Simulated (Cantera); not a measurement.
Feed: 1 mol CF4, 0.18 mol CH4, 2.2 mol H2, held at 0.00580 bar.

Method: chemical equilibrium by Gibbs-energy minimisation in Cantera with the NASA 1993 tables (ideal gas, pure condensed phases). Candidate condensed phases: C, C6H6, C7H8, C8H18; 95 gas species. Rates play no part.

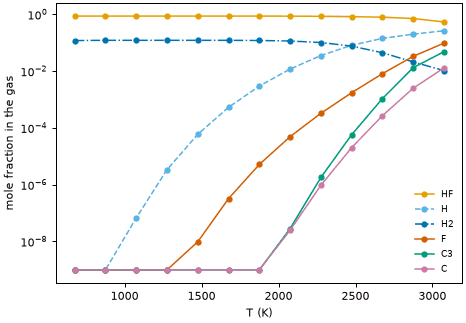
Fig. 1. Equilibrium gas composition (values under 1e-9 drawn at 1e-9)

From 675 K to 2875 K the condensed part is C(graphite). At 3075 K nothing is condensed. The main C-bearing gas is CH4 at 675 K and C3 at 3075 K.
